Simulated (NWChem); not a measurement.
# One shape, several levels: C2HF (fluoroacetylene)

We compute a comparison of 6 runs (HF/3-21G, HF/def2-SVP, B3LYP/6-31G*, PBE0/def2-SVP, MP2/3-21G, CCSD(T)/pcseg-2) of C2HF (fluoroacetylene). 

Program for the calculation: NWChem 7.3.0.

**1. The molecule**

C2HF: 4 atoms, total charge 0, spin state singlet. As SMILES, `C#CF`. The shape is that of a PBE0-D4/def2-TZVP optimisation.

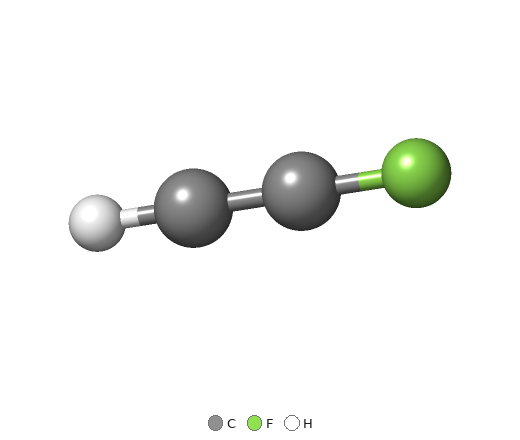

The structure, seen from a chosen angle (carbon grey, fluorine green, hydrogen white).

**2. Energy and gradient at HF/3-21G (run 1)**

The input, c2hf.xyz:

```xyz
4
C2HF
C     -0.361030     0.453110    -0.290220
C      0.303270    -0.380840     0.243810
F      1.010600    -1.269010     0.812300
H     -0.952830     1.196740    -0.765890
```

The input, c2hf.nw:

```
start c2hf
title "C2HF"
memory total 2200 mb

geometry units angstrom noautosym nocenter noautoz
 load format xyz c2hf.xyz
end

basis spherical bse
 * library 3-21G
end

scf
 thresh 1e-08
 maxiter 80
 noprint "final vectors analysis"
end

task scf gradient
```

Started as:

```bash
$ nwchem c2hf.nw > c2hf.out
```

The program printed:

```text
[...]
  functions       =    29
[...]
  wavefunction    = RHF
[...]
         Total SCF energy =   -174.691341231792
      One-electron energy =   -350.278048772310
      Two-electron energy =    119.754609327250
 Nuclear repulsion energy =     55.832098213269
        Time for solution =      0.2s
[...]
                         RHF ENERGY GRADIENTS
    atom               coordinates                        gradient
                 x          y          z           x          y          z
   1 C      -0.682248   0.856254  -0.548436   -0.013187   0.016497  -0.010610
   2 C       0.573097  -0.719683   0.460734    0.039828  -0.049980   0.032026
   3 F       1.909757  -2.398081   1.535024   -0.019952   0.025052  -0.016041
   4 H      -1.800588   2.261511  -1.447322   -0.006690   0.008432  -0.005375
[...]
```

Wall time 0.75 s (1 thread of Intel Xeon 6975P-C (Granite Rapids), shared host); peak memory 0.1 GiB.

**3. Energy and gradient at HF/def2-SVP (run 2)**

The input, mymol.nw:

```
start mymol
memory stack 880 mb heap 220 mb global 1100 mb
geometry units angstroms noautosym nocenter noautoz
C    -0.361030    0.453110   -0.290220
C     0.303270   -0.380840    0.243810
F     1.010600   -1.269010    0.812300
H    -0.952830    1.196740   -0.765890
end
basis "ao basis" spherical bse
* library def2-SVP
end
scf
thresh 1e-08
maxiter 80
end
task scf gradient
```

Started as:

```bash
$ nwchem mymol.nw > mymol.out
```

The program printed:

```text
[...]
  functions       =    47
[...]
  wavefunction    = RHF
[...]
         Total SCF energy =   -175.507597110190
      One-electron energy =   -351.387084600015
      Two-electron energy =    120.047389276557
 Nuclear repulsion energy =     55.832098213269
        Time for solution =      0.9s
[...]
                         RHF ENERGY GRADIENTS
    atom               coordinates                        gradient
                 x          y          z           x          y          z
   1 C      -0.682248   0.856254  -0.548436   -0.015275   0.019136  -0.012285
   2 C       0.573097  -0.719683   0.460734    0.008963  -0.011234   0.007217
   3 F       1.909757  -2.398081   1.535024    0.005662  -0.007108   0.004546
   4 H      -1.800588   2.261511  -1.447322    0.000649  -0.000794   0.000523
[...]
```

Run time: 1.7 s. Hardware: 1 thread of Intel Xeon 6975P-C (Granite Rapids), shared host; peak memory 0.1 GiB.

Runs 3 to 4 aren't shown in full; the table further down has their settings and results.

**4. Energy and forces at MP2/3-21G (run 5)**

The input, run.py:

```python
from ase import Atoms
from ase.calculators.nwchem import NWChem

molecule = Atoms(['C', 'C', 'F', 'H'], positions=[
    [-0.361030, 0.453110, -0.290220],
    [0.303270, -0.380840, 0.243810],
    [1.010600, -1.269010, 0.812300],
    [-0.952830, 1.196740, -0.765890],
])

calc = NWChem(
    label='c2hf',
    theory='mp2',
    memory='2200 mb',
    basis='3-21G',
    basispar='spherical bse',
    scf={'nopen': '0', 'rhf': None, 'thresh': '1e-08', 'maxiter': '80', 'print': 'low'},
    mp2={'freeze': 'core 3', 'tight': None},
)
molecule.calc = calc

forces = molecule.get_forces()
print(f"energy = {molecule.get_potential_energy():.6f} eV")
print("forces (eV/A):")
for s, f in zip(molecule.symbols, forces):
    print(f"{s:2s} {f[0]:10.5f} {f[1]:10.5f} {f[2]:10.5f}")
```

Started as:

```bash
$ export ASE_NWCHEM_COMMAND="nwchem PREFIX.nwi > PREFIX.nwo"
$ python run.py
```

The program printed:

```text
energy = -4761.741470 eV
forces (eV/A):
C    -1.28463    1.61429   -1.03240
C    -0.54621    0.68551   -0.43925
F     1.77113   -2.22395    1.42367
H     0.05970   -0.07585    0.04798
```

The calculator wrote c2hf.nwi:

```
title "c2hf"

permanent_dir c2hf

scratch_dir c2hf

start c2hf

geometry units angstrom nocenter noautosym noautoz
  C  -3.6103000000000002e-01 4.5311000000000001e-01 -2.9021999999999998e-01
  C  3.0326999999999998e-01 -3.8084000000000001e-01 2.4381000000000000e-01
  F  1.0105999999999999e+00 -1.2690100000000000e+00 8.1230000000000002e-01
  H  -9.5282999999999995e-01 1.1967399999999999e+00 -7.6588999999999996e-01
end

memory 2200 mb

basis spherical bse noprint
   * library 3-21G
end

scf
  nopen 0
  rhf
  thresh 1e-08
  maxiter 80
  print low
end
mp2
  freeze core 3
  tight
end

task mp2 gradient
```

c2hf.nwo:

```text
Northwest Computational Chemistry Package (NWChem) 7.3.0
             --------------------------------------------------------

           Job information
           ---------------

    nwchem branch   = 7.3.0
    use scalapack   = T
    input           = c2hf.nwi
    prefix          = c2hf.
    data base       = c2hf/c2hf.db
    status          = startup
    nproc           =        1

           Memory information
           ------------------

[... 5 lines left out ...]
    hardfail = no
[... 96 lines left out ...]
       Final RHF  results
[... 3 lines left out ...]
      One-electron energy =   -350.278048772305
[... 1 line left out ...]
 Nuclear repulsion energy =     55.832098213269
[... 85 lines left out ...]
                Dipole Moments (a.u.)
[... 40 lines left out ...]
  MP2 natural orbitals output to c2hf/c2hf.mp2nos
[... 10 lines left out ...]
                 ----------------------------------------
                 |  Time  |  1-e(secs)   |  2-e(secs)   |
                 ----------------------------------------
                 |  CPU   |       0.00   |       0.05   |
                 ----------------------------------------
                 |  WALL  |       0.00   |       0.05   |
                 ----------------------------------------
 -----------------------
 Task  times  cpu:        0.5s     wall:        0.5s
 Total times  cpu:        0.5s     wall:        0.5s
```

It took 1.6 s on 1 thread of Intel Xeon 6975P-C (Granite Rapids), shared host; peak memory 0.1 GiB.

**5. A single-point energy at CCSD(T)/pcseg-2 (run 6)**

The input, mol.nw:

```
start mol
memory total 2200 mb
charge 0

geometry units au noautosym nocenter noautoz
 C   -0.68224782   0.85625380  -0.54843632
 C    0.57309724  -0.71968330   0.46073413
 F    1.90975722  -2.39808135   1.53502453
 H   -1.80058774   2.26151084  -1.44732234
end

basis spherical bse
 * library pcseg-2
end

scf
 thresh 1e-08
 maxiter 80
 noprint "final vectors analysis"
end

ccsd
 freeze core 3
 maxiter 60
end

task ccsd(t) energy
```

Started as:

```bash
$ nwchem mol.nw > mol.out
```

The program printed:

```text
[...]
  functions       =   104
[...]
  wavefunction    = RHF
[...]
         Total SCF energy =   -175.712481440286
      One-electron energy =   -351.759108790375
      Two-electron energy =    120.214533109781
 Nuclear repulsion energy =     55.832094240307
        Time for solution =     17.4s
[...]
 Total MP2 energy:           -176.248939164272429
[...]
             energy      energy      error      ampl     ampl      Block
                                                time     time      time
[...]
 Total CCSD energy:           -176.256784458486550
[...]
 Total CCSD+T(CCSD) energy:           -176.280743488641207
[...]
 Total CCSD(T) energy:                -176.279508581353696
[...]
```

It took 2.3 min on 1 thread of Intel Xeon 6975P-C (Granite Rapids), shared host; peak memory 0.28 GiB.

**6. All runs side by side**

| run | level | Cartesian functions | iteration cap | energy (Eh) | dipole moment (D) | largest force (eV/Å) | wall time |
| --- | --- | --- | --- | --- | --- | --- | --- |
| 1 | HF/3-21G | no | 80 | -174.691341 | 1.07 | 3.676 | 0.75 s |
| 2 | HF/def2-SVP | no | 80 | -175.507597 | 0.89 | 1.409 | 1.7 s |
| 3 | B3LYP/6-31G* (Cartesian functions) | yes | 100 | -176.535857 | 0.47 | 0.933 | 7.2 s |
| 4 | PBE0/def2-SVP | no | 100 | -176.218333 | 0.51 | 1.236 | 5.7 s |
| 5 | MP2/3-21G | no | 80 | -174.990773 | 0.67 | 3.180 | 1.6 s |
| 6 | CCSD(T)/pcseg-2 | no | 80 | -176.279509 | – | – | 2.3 min |

**7. Outcome**

```
                                          quantity          value
                               run 6: total energy  -176.27951 Eh
run 6: correlation energy (3 core orbitals frozen)     -567.0 mEh
                             run 6: (T) correction     -22.72 mEh
```

What this shows: Over runs 1, 2, 3, 4, 5 the dipole moment (its size) runs from 0.47 D (B3LYP/6-31G*) to 1.07 D (HF/3-21G). The two ends differ in method and basis. Totals of different functionals can't be ranked against each other. All runs together took 2.5 min, the longest 2.3 min.
